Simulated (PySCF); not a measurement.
# C₃H₈OSi: electronic structure in real space, part 2 of 3

For C₃H₈OSi, the scripts below pull one bond apart with RHF, UHF and CASSCF, localise its valence orbitals and compute its lowest excited states.

PySCF 2.14.0; Gaussian basis, gas phase. Earlier steps stand in the parts before.

## 4. Localised orbitals (PBE/6-31g*)

File input.py:

```python
import numpy as np
from pyscf import gto, scf, dft, lo
from pyscf.data.elements import chemcore

def solve(mol, dm0=None, hcore=None):
    mf = (dft.UKS if mol.spin else dft.RKS)(mol, xc='pbe')
    mf.grids.level = 3
    mf = mf.density_fit(auxbasis='def2-universal-jkfit')
    mf.conv_tol, mf.max_cycle = 1e-8, 80
    if hcore is not None:
        mf.get_hcore = lambda *args: hcore
    mf.kernel(dm0)
    if not mf.converged:
        mf = mf.newton().run(mf.mo_coeff, mf.mo_occ, max_cycle=30)
    assert mf.converged, 'SCF not converged'
    return mf

mol = gto.M(atom='''
C      1.01715    -1.50298     0.03764
C      0.85254    -0.18687     0.00553
C      2.03424     0.73378    -0.03743
Si    -0.85193     0.63356     0.02569
O     -2.06223    -0.45283     0.01723
H      0.18102    -2.18259     0.07932
H      1.99408    -1.96541     0.03380
H      2.02203     1.39291     0.82939
H      2.97258     0.18202    -0.04618
H      1.98733     1.36320    -0.92487
H     -0.94819     1.51123    -1.14816
H     -1.10520     1.33737     1.27659
H     -2.10231    -1.14954    -0.63180
''', basis='6-31g*', charge=0, spin=0, verbose=4)
mf = solve(mol)
occ_all = mf.mo_coeff[:, mf.mo_occ > 0]
occ = occ_all[:, chemcore(mol):]
loc = lo.ibo.ibo(mol, occ, iaos=lo.iao.iao(mol, occ_all))
fock, s = mf.get_fock(), mf.get_ovlp()
ortho = lo.orth_ao(mol, 'meta_lowdin')
ortho = lo.vec_lowdin(lo.iao.iao(mol, occ_all), s)
labels = lo.iao.reference_mol(mol).ao_labels(fmt=None)
vir = lo.vvo.livvo(mol, occ_all, mf.mo_coeff[:, mf.mo_occ == 0])
both = np.hstack([loc, vir])
p = (ortho.T @ s @ both) ** 2
pop = np.array([p[[l[0] == a for l in labels]].sum(0) for a in range(mol.natm)])
spd = np.array([[p[[l[0] == a and l[2][-1] == k for l in labels]].sum(0) for k in 'spd'] for a in range(mol.natm)])
eps = np.einsum('pi,pq,qi->i', both, fock, both)
for i in np.argsort(eps):
    top = np.argsort(-pop[:, i])[:3]
    print('%3d %s %9.4f Eh ' % (i + 1, 'occ' if i < loc.shape[1] else 'vir', eps[i]), '  '.join('%s%d %.3f' % (mol.atom_symbol(a), a + 1, pop[a, i]) for a in top))
np.savez('result.npz', c=both, nocc=loc.shape[1], pop=pop, spd=spd, eps=eps, e=mf.e_tot)
```

Command:

```console
$ OMP_NUM_THREADS=1 python input.py
```

Standard output:

```text
[ENV] PYSCF_TMPDIR <dir>
[ENV] PYSCF_MAX_MEMORY 1375
[INPUT] verbose = 4
[INPUT] num. atoms = 13
[INPUT] num. electrons = 48
[INPUT] charge = 0
[INPUT] spin (= nelec alpha-beta = 2S) = 0
[INPUT] symmetry False subgroup None
[INPUT] Mole.unit = angstrom
[INPUT] Symbol           X                Y                Z      unit          X                Y                Z       unit  Magmom
[INPUT]  1 C      1.017150000000  -1.502980000000   0.037640000000 AA    1.922134927601  -2.840220570699   0.071129291329 Bohr   0.0
[INPUT]  2 C      0.852540000000  -0.186870000000   0.005530000000 AA    1.611067110237  -0.353133120897   0.010450185469 Bohr   0.0
[INPUT]  3 C      2.034240000000   0.733780000000  -0.037430000000 AA    3.844156471635   1.386643235683  -0.070732448842 Bohr   0.0
[INPUT]  4 Si    -0.851930000000   0.633560000000   0.025690000000 AA   -1.609914377301   1.197254883479   0.048547064140 Bohr   0.0
[INPUT]  5 O     -2.062230000000  -0.452830000000   0.017230000000 AA   -3.897049905862  -0.855724680987   0.032559981126 Bohr   0.0
[INPUT]  6 H      0.181020000000  -2.182590000000   0.079320000000 AA    0.342078223069  -4.124497342214   0.149893076201 Bohr   0.0
[INPUT]  7 H      1.994080000000  -1.965410000000   0.033800000000 AA    3.768265070473  -3.714086622481   0.063872743010 Bohr   0.0
[INPUT]  8 H      2.022030000000   1.392910000000   0.829390000000 AA    3.821082915654   2.632218416168   1.567319950453 Bohr   0.0
[INPUT]  9 H      2.972580000000   0.182020000000  -0.046180000000 AA    5.617362083360   0.343967949193  -0.087267552432 Bohr   0.0
[INPUT] 10 H      1.987330000000   1.363200000000  -0.924870000000 AA    3.755509419132   2.576074653007  -1.747751000826 Bohr   0.0
[INPUT] 11 H     -0.948190000000   1.511230000000  -1.148160000000 AA   -1.791819414051   2.855810811226  -2.169707947181 Bohr   0.0
[INPUT] 12 H     -1.105200000000   1.337370000000   1.276590000000 AA   -2.088525312869   2.527263027210   2.412405473359 Bohr   0.0
[INPUT] 13 H     -2.102310000000  -1.149540000000  -0.631800000000 AA   -3.972790128934  -2.172315769233  -1.193928965500 Bohr   0.0

nuclear repulsion = 226.466719648414
number of shells = 48
number of NR pGTOs = 191
number of NR cGTOs = 90
basis = 6-31g*
ecp = {}

******** <class 'pyscf.df.df_jk.DFRKS'> ********
method = DFRKS
initial guess = minao
damping factor = 0
level_shift factor = 0
DIIS = <class 'pyscf.scf.diis.CDIIS'>
diis_start_cycle = 1
diis_space = 8
diis_damp = 0
SCF conv_tol = 1e-08
SCF conv_tol_grad = None
SCF max_cycles = 80
direct_scf = False
XC library pyscf.dft.libxc version 7.0.0
    S. Lehtola, C. Steigemann, M. J.T. Oliveira, and M. A.L. Marques.,  SoftwareX 7, 1–5 (2018)
XC functionals = pbe
    J. P. Perdew, K. Burke, and M. Ernzerhof.,  Phys. Rev. Lett. 77, 3865 (1996)
    J. P. Perdew, K. Burke, and M. Ernzerhof.,  Phys. Rev. Lett. 78, 1396 (1997)
    J. P. Perdew, K. Burke, and M. Ernzerhof.,  Phys. Rev. Lett. 77, 3865 (1996)
    J. P. Perdew, K. Burke, and M. Ernzerhof.,  Phys. Rev. Lett. 78, 1396 (1997)
radial grids:
    Treutler-Ahlrichs [JCP 102, 346 (1995); DOI:10.1063/1.469408] (M4) radial grids

becke partition: Becke, JCP 88, 2547 (1988); DOI:10.1063/1.454033
pruning grids: <function nwchem_prune at 0x775e7ae5b600>
grids dens level: 3
symmetrized grids: False
atomic radii adjust function: <function treutler_atomic_radii_adjust at 0x775e7ae5bba0>
small_rho_cutoff = 0
Set gradient conv threshold to 0.0001
Initial guess from minao.
tot grids = 154080
init E= -483.663376558385
  HOMO = -0.313383536421517  LUMO = -0.103421145729608  gap/eV = 5.71337
cycle= 1 E= -483.246966793164  delta_E= 0.416  |g|= 0.907  |ddm|=  3.2
  HOMO = -0.0789284582206289  LUMO = 0.0376022246994294  gap/eV = 3.17096
cycle= 2 E= -482.739345233822  delta_E= 0.508  |g|= 1.78  |ddm|= 2.63
  HOMO = -0.20384121743042  LUMO = -0.00637287261673203  gap/eV = 5.37339
cycle= 3 E= -483.409852687091  delta_E= -0.671  |g|= 0.232  |ddm|= 2.04
  HOMO = -0.234537348691123  LUMO = -0.0319197707035705  gap/eV = 5.51351
cycle= 4 E= -483.421586039364  delta_E= -0.0117  |g|= 0.0943  |ddm|= 0.339
  HOMO = -0.227198454142489  LUMO = -0.0248836304294442  gap/eV = 5.50527
cycle= 5 E= -483.423250765432  delta_E= -0.00166  |g|= 0.0522  |ddm|= 0.128
  HOMO = -0.225729316465466  LUMO = -0.0238643879885263  gap/eV = 5.49302
cycle= 6 E= -483.42391917668  delta_E= -0.000668  |g|= 0.0147  |ddm|= 0.0537
  HOMO = -0.226363630219287  LUMO = -0.0243573089191562  gap/eV = 5.49687
cycle= 7 E= -483.423986593524  delta_E= -6.74e-05  |g|= 0.00208  |ddm|= 0.0189
  HOMO = -0.226198974629054  LUMO = -0.0242289291570783  gap/eV = 5.49588
cycle= 8 E= -483.423987795452  delta_E= -1.2e-06  |g|= 0.000625  |ddm|= 0.00308
  HOMO = -0.226223180729583  LUMO = -0.0242484251029156  gap/eV = 5.49601
cycle= 9 E= -483.423987885004  delta_E= -8.96e-08  |g|= 0.000168  |ddm|= 0.000632
  HOMO = -0.226211661965575  LUMO = -0.024235973337754  gap/eV = 5.49604
cycle= 10 E= -483.42398789218  delta_E= -7.18e-09  |g|= 3.21e-05  |ddm|= 0.000212
  HOMO = -0.226218895609564  LUMO = -0.0242439636514993  gap/eV = 5.49602
Extra cycle  E= -483.423987891913  delta_E= 2.67e-10  |g|= 4.7e-05  |ddm|= 0.000112
converged SCF energy = -483.423987891913
 Iterative localization: IB/P4/2x2, 8 iter; Final gradient 7.98e-09
 Iterative localization: IB/P4/2x2, 9 iter; Final gradient 8.41e-09
  4 occ   -0.6688 Eh  O5 0.677  H13 0.317  Si4 0.005
  1 occ   -0.6310 Eh  O5 0.777  Si4 0.218  H11 0.002
  5 occ   -0.5576 Eh  C2 0.500  C1 0.493  Si4 0.003
 11 occ   -0.4773 Eh  C3 0.495  C2 0.493  H6 0.004
  2 occ   -0.4363 Eh  C1 0.570  H6 0.423  C2 0.004
  7 occ   -0.4360 Eh  C1 0.570  H7 0.423  Si4 0.004
  8 occ   -0.4251 Eh  C3 0.570  H8 0.418  C2 0.007
  3 occ   -0.4248 Eh  C3 0.570  H10 0.418  C2 0.007
  9 occ   -0.4228 Eh  C3 0.572  H9 0.422  Si4 0.004
 14 occ   -0.3834 Eh  C2 0.626  Si4 0.354  C1 0.005
 13 occ   -0.3831 Eh  O5 0.973  Si4 0.017  H12 0.004
  6 occ   -0.3555 Eh  H12 0.549  Si4 0.443  H13 0.004
 10 occ   -0.3546 Eh  H11 0.555  Si4 0.440  C1 0.002
 12 occ   -0.2754 Eh  O5 0.945  Si4 0.037  H11 0.008
 15 occ   -0.2421 Eh  C1 0.501  C2 0.473  Si4 0.012
 22 vir    0.0316 Eh  C2 0.502  C1 0.473  C3 0.016
 16 vir    0.1433 Eh  Si4 0.786  O5 0.201  C2 0.006
 20 vir    0.1805 Eh  Si4 0.612  C2 0.331  O5 0.046
 21 vir    0.2088 Eh  Si4 0.529  H11 0.418  O5 0.036
 25 vir    0.2151 Eh  Si4 0.536  H12 0.429  O5 0.020
 28 vir    0.2181 Eh  H13 0.677  O5 0.318  H12 0.004
 17 vir    0.3083 Eh  H8 0.572  C3 0.421  C1 0.005
 27 vir    0.3088 Eh  H10 0.572  C3 0.421  C1 0.005
 24 vir    0.3181 Eh  H9 0.569  C3 0.424  C2 0.005
 19 vir    0.3397 Eh  H7 0.565  C1 0.424  C2 0.008
 18 vir    0.3423 Eh  H6 0.566  C1 0.424  C3 0.004
 26 vir    0.3604 Eh  C2 0.497  C3 0.495  C1 0.005
 23 vir    0.5821 Eh  C1 0.501  C2 0.495  C3 0.002
```

Run time: 10 s. Hardware: 1 thread of Intel Xeon 6975P-C (Granite Rapids), shared host; peak memory 0.4 GiB.

## 5. Analysis of result.npz

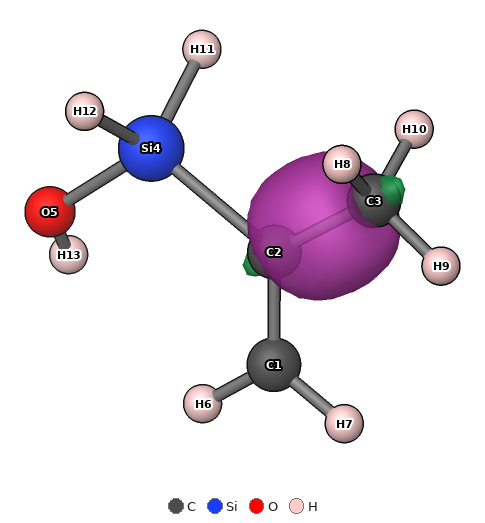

Intrinsic bond orbitals (IBO), occupied; each surface holds about 80 % of the orbital's density. Energies are diagonal elements of the Fock matrix.

What does this orbital represent?

σ bond C3–C2 (C3 50 %, C2 49 %; −13.0 eV).

How do all the valence pairs divide up?

15 pairs: 12 σ bonds, 2 lone pairs and 1 two-centre π bond.

Intrinsic bond orbitals (IBO), occupied:

- σ bond O5–H13 (O5 68 %, H13 32 %; −18.2 eV)
- σ bond O5–Si4 (O5 78 %, Si4 22 %; −17.2 eV)
- σ bond C2–C1 (C2 50 %, C1 49 %; −15.2 eV)
- σ bond C3–C2 (C3 50 %, C2 49 %; −13.0 eV)
- σ bond C1–H6 (C1 57 %, H6 42 %; −11.9 eV)
- σ bond C1–H7 (C1 57 %, H7 42 %; −11.9 eV)
- σ bond C3–H8 (C3 57 %, H8 42 %; −11.6 eV)
- σ bond C3–H10 (C3 57 %, H10 42 %; −11.6 eV)
- σ bond C3–H9 (C3 57 %, H9 42 %; −11.5 eV)
- σ bond C2–Si4 (C2 63 %, Si4 35 %; −10.4 eV)
- lone pair on O5 (sp2.2-type) (O5 97 %; −10.4 eV)
- σ bond H12–Si4 (H12 55 %, Si4 44 %; −9.7 eV)
- σ bond H11–Si4 (H11 56 %, Si4 44 %; −9.7 eV)
- lone pair on O5 (p-type) (O5 94 %, Si4 4 %; −7.5 eV)
- π bond C1–C2 (C1 50 %, C2 47 %; −6.6 eV)

(Part 2 of 3 ends here.)
